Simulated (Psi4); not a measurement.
## HF$_{2}$ (charge −1): molecular dynamics (part 1 of 2)

The run: molecular dynamics of HF$_{2}$, charge −1, SMILES F[H-]F. Method and program: B3LYP/cc-pVTZ, RKS, dispersion D3(BJ) (Psi4 1.11).

The geometry comes from this level: PBE0-D4/def2-TZVPD.

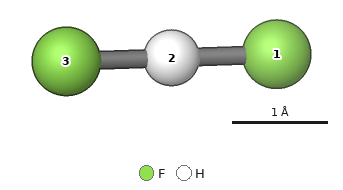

*The input geometry (ball-and-stick view, seen at a tilt; atoms are numbered from 1 in the order of the input).*

Bond lengths as drawn: F–H 1.14 Å.

The input (run_ase.py)
```python
import numpy as np
from ase.calculators.psi4 import Psi4
from ase import Atoms
from ase import units
from ase.md.velocitydistribution import MaxwellBoltzmannDistribution, Stationary
from ase.md.verlet import VelocityVerlet

a = Atoms(['F', 'H', 'F'], positions=[
    [-0.973200, 0.344400, -0.491000],
    [0.000000, 0.000000, 0.000000],
    [0.973200, -0.344400, 0.491000],
])
calc = Psi4(atoms=a, method='b3lyp-d3bj', basis='cc-pVTZ', memory='1600MB', num_threads=1, charge=-1, multiplicity=1, label='calc')
a.calc = calc

MaxwellBoltzmannDistribution(a, temperature_K=300.0, rng=np.random.default_rng(839))
Stationary(a)
dyn = VelocityVerlet(a, 0.5 * units.fs)
def show():
    ep, ek = a.get_potential_energy(), a.get_kinetic_energy()
    print(f'step {dyn.nsteps:3d}  Epot {ep:14.6f}  Ekin {ek:9.6f}  Etot {ep + ek:14.6f} eV  T {a.get_temperature():7.1f} K')
dyn.attach(show)
dyn.run(25)
```

Machine: 1 thread of Intel Xeon (Granite Rapids), 192 GiB of memory available, shared host.

Launched with:
```bash
python run_ase.py
```

What the program printed
```
gradient() will perform analytic gradient computation.

   => Loading Basis Set <=

    Name: CC-PVTZ
    Role: ORBITAL
    Keyword: BASIS

   => B3LYP-D3(BJ): Empirical Dispersion <=

        s6 =       1.000000
        s8 =       1.988900
        a1 =       0.398100
        a2 =       4.421100

         ---------------------------------------------------------
                                   SCF
                              RKS Reference
                        1 Threads,   1525 MiB Core
         ---------------------------------------------------------

  ==> Geometry <==

    Molecular point group: c1
    Full point group: C1

    Geometry (in Angstrom), charge = -1, multiplicity = 1:

       Center              X                  Y                   Z               Mass
    ------------   -----------------  -----------------  -----------------  -----------------
         F           -0.951275147137     0.392855762014    -0.456125007935    18.998403162730
         H            0.080149894252    -0.020540810310     0.058887434454     1.007825032230
         F            0.947023365076    -0.391766115551     0.453001154313    18.998403162730

  Running in c1 symmetry.

  Rotational constants: A =  28919.06644  B =      0.35164  C =      0.35164 [cm^-1]
  Rotational constants: A = 866971801.04595  B =  10541.90451  C =  10541.77632 [MHz]
  Nuclear repulsion =   27.630592833943162

  Charge       = -1
  Multiplicity = 1
  Electrons    = 20
  Nalpha       = 10
  Nbeta        = 10

  ==> Algorithm <==

  SCF Algorithm Type is DF.
  DIIS enabled.
  MOM disabled.
  Fractional occupation disabled.
  Guess Type is SAD.
  Energy threshold   = 1.00e-08
  Density threshold  = 1.00e-08
  Integral threshold = 1.00e-12

  ==> Primary Basis <==

  Basis Set: CC-PVTZ
    Blend: CC-PVTZ
    Number of shells: 26
    Number of basis functions: 74
    Number of Cartesian functions: 85
    Spherical Harmonics?: true
    Max angular momentum: 3

  ==> DFT Potential <==

   => LibXC <=

    Version 7.1.2

   => Composite Functional: B3LYP-D3BJ2B <=

    B3LYP-d3bj2b Hyb-GGA Exchange-Correlation Functional

    Deriv               =              1
    GGA                 =           TRUE
    Meta                =          FALSE

    Exchange Hybrid     =           TRUE
    MP2 Hybrid          =          FALSE

   => Exchange Functionals <=

    0.0800   Slater exchange
    0.7200         Becke 88

   => Exact (HF) Exchange <=

    0.2000               HF

   => Correlation Functionals <=

    0.1900   Vosko, Wilk & Nusair (VWN5_RPA)
    0.8100   Lee, Yang & Parr

   => LibXC Density Thresholds  <==

    XC_HYB_GGA_XC_B3LYP:  1.00E-15

   => Molecular Quadrature <=

    Radial Scheme          =       TREUTLER
    Pruning Scheme         =           NONE
    Nuclear Scheme         =       TREUTLER

    Blocking Scheme        =         OCTREE
    BS radius alpha        =              1
    Pruning alpha          =              1
    Radial Points          =             75
    Spherical Points       =            302
    Total Points           =          66257
    Total Blocks           =            566
    Max Points             =            255
    Max Functions          =             74
    Weights Tolerance      =       1.00E-15

   => Loading Basis Set <=

    Name: (CC-PVTZ AUX)
    Role: JKFIT
    Keyword: DF_BASIS_SCF

  ==> Integral Setup <==

  DFHelper Memory: AOs need 0.009 GiB; user supplied 0.997 GiB.
  SCF_SUBTYPE=INCORE selected. In-core MEM_DF algorithm will be used.
  Using in-core AOs.

  ==> MemDFJK: Density-Fitted J/K Matrices <==

    J tasked:                   Yes
    K tasked:                   Yes
    wK tasked:                   No
    Memory [MiB]:              1020
    Algorithm:                 Core
    Schwarz Cutoff:           1E-12
    Mask sparsity (%):       0.0000
    Fitting Condition:        1E-10

   => Auxiliary Basis Set <=

  Basis Set: (CC-PVTZ AUX)
    Blend: CC-PVTZ-JKFIT
    Number of shells: 60
    Number of basis functions: 188
    Number of Cartesian functions: 227
    Spherical Harmonics?: true
    Max angular momentum: 4

  Cached 100.0% of DFT collocation blocks in 0.121 [GiB].

  Minimum eigenvalue in the overlap matrix is 5.2250649851E-03.
  Reciprocal condition number of the overlap matrix is 1.2616387497E-03.
    Using symmetric orthogonalization.

  ==> Pre-Iterations <==

  SCF Guess: Superposition of Atomic Densities via on-the-fly atomic UHF (no occupation information).

   -------------------------
    Irrep   Nso     Nmo
   -------------------------
     A         74      74
   -------------------------
    Total      74      74
   -------------------------

  ==> Iterations <==

                           Total Energy        Delta E     RMS |[F,P]|

   @DF-RKS iter SAD:  -199.85623684929502   -1.99856e+02   0.00000e+00
   @DF-RKS iter   1:  -200.25938272430983   -4.03146e-01   1.01244e-02 ADIIS/DIIS
   @DF-RKS iter   2:  -200.11483760503501    1.44545e-01   1.45775e-02 ADIIS/DIIS
   @DF-RKS iter   3:  -200.42163197599498   -3.06794e-01   6.29018e-04 ADIIS/DIIS
   @DF-RKS iter   4:  -200.42205021375759   -4.18238e-04   3.00214e-04 ADIIS/DIIS
   @DF-RKS iter   5:  -200.42217530558813   -1.25092e-04   3.34510e-05 DIIS
   @DF-RKS iter   6:  -200.42217692379455   -1.61821e-06   5.65494e-06 DIIS
   @DF-RKS iter   7:  -200.42217697226093   -4.84664e-08   2.55438e-07 DIIS
   @DF-RKS iter   8:  -200.42217697234463   -8.37019e-11   3.89517e-08 DIIS
   @DF-RKS iter   9:  -200.42217697234707   -2.44427e-12   5.10538e-09 DIIS
  Energy and wave function converged.

  ==> Post-Iterations <==

   Electrons on quadrature grid:
      Ntotal   =   20.0000000637 ; deviation = 6.368e-08

    Orbital Energies [Eh]
    ---------------------

    Doubly Occupied:

       1A    -24.327723     2A    -24.269084     3A     -0.857933
       4A     -0.765401     5A     -0.229121     6A     -0.098487
       7A     -0.098478     8A     -0.044162     9A     -0.037592
      10A     -0.037520

    Virtual:

      11A      0.371586    12A      0.745178    13A      0.903543
      14A      0.920525    15A      0.920988    16A      0.981294
      17A      1.064555    18A      1.064690    19A      1.139464
      20A      1.139747    21A      1.390981    22A      1.858440
      23A      2.124800    24A      2.225180    25A      2.225189
      26A      2.263785    27A      2.269164    28A      2.301730
      29A      2.301734    30A      2.518614    31A      2.835721
      32A      2.835736    33A      3.006432    34A      3.218769
      35A      3.573300    36A      3.573303    37A      3.900558
      38A      3.900846    39A      4.244660    40A      4.245211
      41A      4.318178    42A      4.785363    43A      4.874269
      44A      4.875515    45A      5.213361    46A      5.213746
      47A      6.140306    48A      6.156334    49A      7.194326
      50A      7.194327    51A      7.218697    52A      7.218697
      53A      7.249831    54A      7.249832    55A      7.348369
      56A      7.348388    57A      7.401166    58A      7.402086
      59A      8.024384    60A      8.174781    61A      8.178081
      62A      8.405510    63A      8.593568    64A      8.593570
      65A      8.648282    66A      8.648283    67A      8.969594
      68A      8.969852    69A      9.111935    70A      9.114611
      71A      9.204824    72A      9.607894    73A     10.199240
      74A     12.141101

    Final Occupation by Irrep:
              A
    DOCC [    10 ]
    NA   [    10 ]
    NB   [    10 ]

  @DF-RKS Final Energy:  -200.42217697234707

   => Energetics <=

    Nuclear Repulsion Energy =             27.6305928339431617
    One-Electron Energy =                -342.0331839431164553
    Two-Electron Energy =                 131.4722634007962938
    DFT Exchange-Correlation Energy =     -17.4912264056787663
    Empirical Dispersion Energy =          -0.0006228582913400
    VV10 Nonlocal Energy =                  0.0000000000000000
    Total Energy =                       -200.4221769723470743

Computation Completed

Properties will be evaluated at   0.000000,   0.000000,   0.000000 [a0]

Properties computed using the SCF density matrix

 Multipole Moments:

 ------------------------------------------------------------------------------------
     Multipole            Electronic (a.u.)      Nuclear  (a.u.)        Total (a.u.)
 ------------------------------------------------------------------------------------

 L = 1.  Multiply by 2.5417464519 to convert [e a0] to [Debye]
 Dipole X            :          0.1794353            0.0791490            0.2585843
 Dipole Y            :         -0.0786238           -0.0202843           -0.0989081
 Dipole Z            :          0.0786734            0.0581521            0.1368255
 Magnitude           :                                                    0.3088202

 ------------------------------------------------------------------------------------

	total time  =          1 seconds =       0.02 minutes

         ------------------------------------------------------------
                                   SCF GRAD
         ------------------------------------------------------------

  ==> Geometry <==

    Molecular point group: c1
    Full point group: C1

    Geometry (in Angstrom), charge = -1, multiplicity = 1:

       Center              X                  Y                   Z               Mass
    ------------   -----------------  -----------------  -----------------  -----------------
         F           -0.951275147137     0.392855762014    -0.456125007935    18.998403162730
         H            0.080149894252    -0.020540810310     0.058887434454     1.007825032230
         F            0.947023365076    -0.391766115551     0.453001154313    18.998403162730

  Nuclear repulsion =   27.630592833943162

  ==> Basis Set <==

  Basis Set: CC-PVTZ
    Blend: CC-PVTZ
    Number of shells: 26
    Number of basis functions: 74
    Number of Cartesian functions: 85
    Spherical Harmonics?: true
    Max angular momentum: 3

  ==> DFJKGrad: Density-Fitted SCF Gradients <==

    Gradient:                    1
    J tasked:                  Yes
    K tasked:                  Yes
    wK tasked:                  No
    Integrals threads:           1
    Memory [MiB]:             1144
    Schwarz Cutoff:          1E-12
    Fitting Condition:       1E-10

   => Auxiliary Basis Set <=

  Basis Set: (CC-PVTZ AUX)
    Blend: CC-PVTZ-JKFIT
    Number of shells: 60
    Number of basis functions: 188
    Number of Cartesian functions: 227
    Spherical Harmonics?: true
    Max angular momentum: 4

  ==> DFT Potential <==

   => LibXC <=

    Version 7.1.2

   => Composite Functional: B3LYP-D3BJ2B <=

    B3LYP-d3bj2b Hyb-GGA Exchange-Correlation Functional

    Deriv               =              1
    GGA                 =           TRUE
    Meta                =          FALSE

    Exchange Hybrid     =           TRUE
    MP2 Hybrid          =          FALSE

   => Exchange Functionals <=

    0.0800   Slater exchange
    0.7200         Becke 88

   => Exact (HF) Exchange <=

    0.2000               HF

   => Correlation Functionals <=

    0.1900   Vosko, Wilk & Nusair (VWN5_RPA)
    0.8100   Lee, Yang & Parr

   => LibXC Density Thresholds  <==

    XC_HYB_GGA_XC_B3LYP:  1.00E-15

   => Molecular Quadrature <=

    Radial Scheme          =       TREUTLER
    Pruning Scheme         =           NONE
    Nuclear Scheme         =       TREUTLER

    Blocking Scheme        =         OCTREE
    BS radius alpha        =              1
    Pruning alpha          =              1
    Radial Points          =             75
    Spherical Points       =            302
    Total Points           =          66257
    Total Blocks           =            566
    Max Points             =            255
    Max Functions          =             74
    Weights Tolerance      =       1.00E-15

  -Total Gradient:
     Atom            X                  Y                   Z
    ------   -----------------  -----------------  -----------------
       1        0.008387639213    -0.004167315767     0.002876073537
       2        0.023186550208    -0.008392718338     0.013044234647
       3       -0.031572416466     0.012560562247    -0.015917405255

	total time  =          0 seconds =       0.00 minutes
```
